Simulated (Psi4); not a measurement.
# SiClF2 (SMILES F[Si](F)Cl): UHF/aug-cc-pVDZ

Aim: the vertical doublet–quartet gap of SiClF2 at UHF/aug-cc-pVDZ, from 2 runs. 

The calculation is run with Psi4 1.11.

2 further runs of the same task are left out: 2 set aside as unsound or not needed.

### Step 1. The molecule

The species is SiClF2 (4 atoms), meant as a doublet with charge 0. SMILES: `F[Si](F)Cl`. The coordinates come from a PBE0-D4/def2-TZVP relaxation.

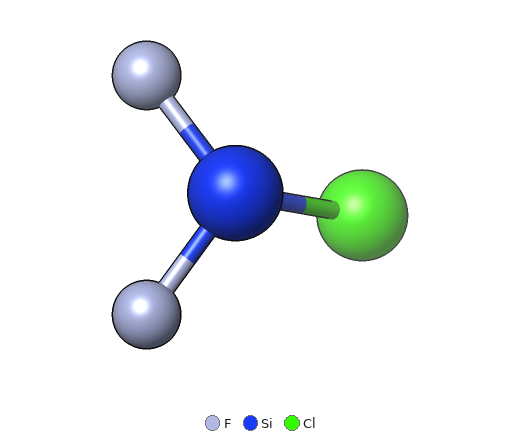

Viewed from a chosen angle; fluorine light blue, silicon blue, chlorine green.

### Step 2. Energy and gradient at UHF/aug-cc-pVDZ

Input file clf2si.json:

```json
{
  "schema_name": "qcschema_input",
  "schema_version": 1,
  "molecule": {
    "schema_name": "qcschema_molecule",
    "schema_version": 2,
    "symbols": ["F", "Si", "F", "Cl"],
    "geometry": [2.47213972, 0.24377467, 1.50800145, 0.41800742, -0.59809832, -0.50210023, -1.64746324, -2.18716902, 0.97301998, -1.2426839, 2.54149267, -1.97911017],
    "molecular_charge": 0,
    "molecular_multiplicity": 2,
    "fix_symmetry": "c1"
  },
  "driver": "gradient",
  "model": {
    "method": "hf",
    "basis": "aug-cc-pVDZ"
  },
  "keywords": {
    "reference": "uhf",
    "puream": true,
    "e_convergence": 1e-09,
    "d_convergence": 1e-08,
    "scf_type": "pk",
    "maxiter": 200
  }
}
```

Launch:

```bash
psi4 --qcschema clf2si.json -n 1 --memory 1600MB
```

stdout:

```text
[...]
  Running in c1 symmetry.
[...]
  Nuclear repulsion =  217.599299714538603
[...]
  Multiplicity = 2
[...]
  Nalpha       = 25
  Nbeta        = 24
[...]
    Number of basis functions: 100
[...]
   @UHF iter   1:  -947.39532909484490   -6.35171e-01   4.38718e-03 ADIIS/DIIS
[...]
   @UHF iter  13:  -947.47483832410114   -4.20641e-12   6.70727e-09 DIIS
[...]
   @S^2 Observed:                7.532945196E-01
[...]
    Orbital Energies [Eh]
    ---------------------
    Alpha Occupied:
       1A   -104.859945     2A    -68.947439     3A    -26.337970
       4A    -26.337938     5A    -10.588709     6A     -8.057811
       7A     -8.053015     8A     -8.052671     9A     -6.280869
      10A     -4.390072    11A     -4.384813    12A     -4.384265
      13A     -1.647195    14A     -1.627163    15A     -1.138772
      16A     -0.827367    17A     -0.753538    18A     -0.724358
      19A     -0.719366    20A     -0.691314    21A     -0.671690
      22A     -0.611927    23A     -0.512788    24A     -0.502870
      25A     -0.406110
    Alpha Virtual:
[...]
  @UHF Final Energy:  -947.47483832410114
   => Energetics <=
    Nuclear Repulsion Energy =            217.5992997145386028
    One-Electron Energy =               -1747.7546455638500902
    Two-Electron Energy =                 582.6805075252103734
    Total Energy =                       -947.4748383241011425
  UHF NO Occupations:
  HONO-2 :   23  A 1.9998057
  HONO-1 :   24  A 1.9987986
[...]
 Multipole Moments:
 ------------------------------------------------------------------------------------
     Multipole            Electronic (a.u.)      Nuclear  (a.u.)        Total (a.u.)
 ------------------------------------------------------------------------------------
 L = 1.  Multiply by 2.5417464519 to convert [e a0] to [Debye]
 Dipole X            :          0.2066971           -0.0394346            0.1672625
 Dipole Y            :         -0.4282624            0.2454116           -0.1828507
 Dipole Z            :          0.3525973           -0.8120431           -0.4594458
 Magnitude           :                                                    0.5220169
[...]
  -Total Gradient:
     Atom            X                  Y                   Z
    ------   -----------------  -----------------  -----------------
       1       -0.008189340808    -0.003238703865    -0.009537402386
       2       -0.004686349531     0.004874191804     0.013251431227
       3        0.008489275555     0.006611529285    -0.007425654396
       4        0.004386414783    -0.008247017222     0.003711625556
[...]
```

The result, in JSON:

```text
{
 "driver": "gradient",
 "model": {
  "method": "hf",
  "basis": "aug-cc-pVDZ"
 },
 "success": true,
 "return_result": [-0.008189340808242074, -0.00323870386452145, -0.009537402385732266, -0.004686349531422718, 0.004874191804233791, 0.013251431227161464, 0.008489275555032635, 0.006611529285416681, -0.007425654395884634, 0.004386414783068254, -0.008247017221538755, 0.00371162555606612],
 "properties": {
  "calcinfo_nbasis": 100,
  "calcinfo_nmo": 100,
  "calcinfo_nalpha": 25,
  "calcinfo_nbeta": 24,
  "calcinfo_natom": 4,
  "nuclear_repulsion_energy": 217.5992997145386,
  "return_energy": -947.4748383241011,
  "return_gradient": [-0.008189340808242074, -0.00323870386452145, -0.009537402385732266, -0.004686349531422718, 0.004874191804233791, 0.013251431227161464, 0.008489275555032635, 0.006611529285416681, -0.007425654395884634, 0.004386414783068254, -0.008247017221538755, 0.00371162555606612],
  "scf_one_electron_energy": -1747.75464556385,
  "scf_two_electron_energy": 582.6805075252104,
  "scf_dipole_moment": [0.16726249557314343, -0.18285073334288593, -0.4594458182269898],
  "scf_total_energy": -947.4748383241011,
  "scf_total_gradient": [-0.008189340808242074, -0.00323870386452145, -0.009537402385732266, -0.004686349531422718, 0.004874191804233791, 0.013251431227161464, 0.008489275555032635, 0.006611529285416681, -0.007425654395884634, 0.004386414783068254, -0.008247017221538755, 0.00371162555606612],
  "scf_iterations": 13
 }
}
```

Run time: 25 s. Hardware: 1 thread of Intel Xeon 6975P-C (Granite Rapids), shared host; peak memory 0.46 GiB.

### Step 3. The quartet

Input file calc.py:

```python
import psi4

psi4.set_memory(1600000000)
psi4.set_num_threads(1)
psi4.core.set_output_file('clf2si.out', False)

geom = psi4.geometry("""
0 4
F      2.47213972     0.24377467     1.50800145
Si     0.41800742    -0.59809832    -0.50210023
F     -1.64746324    -2.18716902     0.97301998
Cl    -1.24268390     2.54149267    -1.97911017
units au
symmetry c1
no_reorient
no_com
""")

psi4.set_options({
    'basis': 'aug-cc-pVDZ',
    'reference': 'uhf',
    'puream': True,
    'e_convergence': 1e-09,
    'd_convergence': 1e-08,
    'scf_type': 'pk',
    'maxiter': 200,
})

e_tot, wfn = psi4.gradient('scf', return_wfn=True)
psi4.oeprop(wfn, 'LOWDIN_CHARGES', 'DIPOLE', 'MAYER_INDICES', title='SCF')
print('gradient / Eh bohr^-1')
print(e_tot.np.round(6))
print(f'energy = {wfn.energy():.10f} Eh')
```

Launch:

```bash
python calc.py
```

clf2si.out:

```text
[...]
  Running in c1 symmetry.
[...]
  Nuclear repulsion =  217.599299714538603
[...]
  Multiplicity = 4
[...]
  Nalpha       = 26
  Nbeta        = 23
[...]
    Number of basis functions: 100
[...]
   @UHF iter   1:  -947.02146911328418   -2.61311e-01   5.01160e-03 DIIS/ADIIS
[...]
   @UHF iter  18:  -947.16332915618045   -2.30784e-11   9.96928e-09 DIIS
[...]
   @S^2 Observed:                3.760844784E+00
[...]
    Orbital Energies [Eh]
    ---------------------
    Alpha Occupied:
       1A   -105.028549     2A    -68.919190     3A    -26.316329
       4A    -26.316309     5A    -10.753374     6A     -8.238957
       7A     -8.215612     8A     -8.212397     9A     -6.254473
      10A     -4.361886    11A     -4.360339    12A     -4.358767
      13A     -1.631109    14A     -1.610997    15A     -1.305077
      16A     -0.830467    17A     -0.751844    18A     -0.736567
      19A     -0.713129    20A     -0.708519    21A     -0.677256
      22A     -0.663751    23A     -0.653229    24A     -0.632871
      25A     -0.408876    26A     -0.145180
    Alpha Virtual:
[...]
  @UHF Final Energy:  -947.16332915618045
   => Energetics <=
    Nuclear Repulsion Energy =            217.5992997145386028
    One-Electron Energy =               -1745.7653668619400378
    Two-Electron Energy =                 581.0027379912210108
    Total Energy =                       -947.1633291561804526
  UHF NO Occupations:
  HONO-2 :   24  A 1.0000000
  HONO-1 :   25  A 1.0000000
[...]
  -Total Gradient:
     Atom            X                  Y                   Z
    ------   -----------------  -----------------  -----------------
       1       -0.001565244488    -0.006075013768    -0.046510280197
       2       -0.056386915444     0.080912626951     0.066203450078
       3        0.014868205871     0.003659720490    -0.044434032650
       4        0.043083954066    -0.078497333662     0.024740862773
[...]
 Multipole Moments:
 ------------------------------------------------------------------------------------
     Multipole            Electronic (a.u.)      Nuclear  (a.u.)        Total (a.u.)
 ------------------------------------------------------------------------------------
 L = 1.  Multiply by 2.5417464519 to convert [e a0] to [Debye]
 Dipole X            :          7.0248655           -7.8514341           -0.8265686
 Dipole Y            :        -15.8362725           17.3414498            1.5051773
 Dipole Z            :         17.8734108          -18.3450832           -0.4716724
 Magnitude           :                                                    1.7808002
[...]
```

Standard output:

```text
gradient / Eh bohr^-1
[[-0.001565 -0.006075 -0.04651 ]
 [-0.056387  0.080913  0.066203]
 [ 0.014868  0.00366  -0.044434]
 [ 0.043084 -0.078497  0.024741]]
energy = -947.1633291562 Eh
```

It took 24 s on 1 thread of Intel Xeon 6975P-C (Granite Rapids), shared host; peak memory 0.46 GiB.

### Step 4. Results

At UHF/aug-cc-pVDZ:

```
                                        quantity          value
                           doublet: total energy  -947.47484 Eh
                          doublet: dipole moment         1.33 D
     doublet: HOMO energy (highest over α and β)      -11.05 eV
      doublet: LUMO energy (lowest over α and β)        0.08 eV
                                   doublet: ⟨S²⟩          0.753
               doublet: largest force on an atom     0.765 eV/Å
                           quartet: total energy  -947.16333 Eh
                          quartet: dipole moment         4.53 D
     quartet: HOMO energy (highest over α and β)       -3.95 eV
                                   quartet: ⟨S²⟩          3.761
               quartet: largest force on an atom     6.108 eV/Å
vertical energy of the quartet above the doublet       8.477 eV
```

What this shows: At this shape the quartet lies 8.48 eV (818 kJ/mol) above the doublet. The largest force (doublet) is 0.76 eV/Å: the shape isn't a stationary point for this species at this level.
